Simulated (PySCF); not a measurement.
```xyz
18

C    -0.9036    1.2887    1.7379
C    -1.2362    0.7026    0.5635
C    -0.5728   -0.4350    0.0002
C    -1.2045   -1.1266   -1.1391
C     0.7137   -0.9599    0.5114
C     1.4895   -0.2939   -0.5847
F     1.7353   -1.0015   -1.6683
C     1.8653    1.0092   -0.5706
F     2.4684    1.5904   -1.5384
F     1.6642    1.7649    0.4597
H    -0.0642    0.9583    2.3552
H    -1.4910    2.1270    2.1235
H    -2.1000    1.0809    0.0086
H    -1.8826   -1.8863   -0.6973
H    -0.4886   -1.6783   -1.7631
H    -1.8252   -0.4587   -1.7512
H     0.8201   -2.0494    0.4259
H     1.0058   -0.6244    1.5125
```

Geometry: PBE0-D3(BJ)/def2-SVP.

All numbers below come from PySCF, PBE0/pcSseg-1, SCF density, gas phase, non-relativistic.

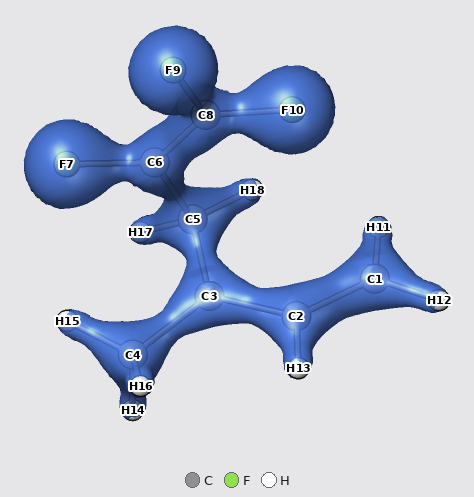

C$_{7}$H$_{8}$F$_{3}$ (charge +1). Isosurface of the total electron density at 1.5 e/Å³ (blue), seen across its widest extent.

**How is the density connected at this value?**

At this value the surface is in one piece. It bridges the sampled C–F (1.28 Å), C–C (1.35 Å), C–H (1.09 Å) and C–C (1.43 Å) contacts, where the density stays above the isovalue. On the grid the lowest density along these lines, outside the cores, is 2.1 e/Å³ (C–F, 1.28 Å), 2.2 e/Å³ (C–C, 1.35 Å), 1.9 e/Å³ (C–H, 1.09 Å) and 1.9 e/Å³ (C–C, 1.43 Å).
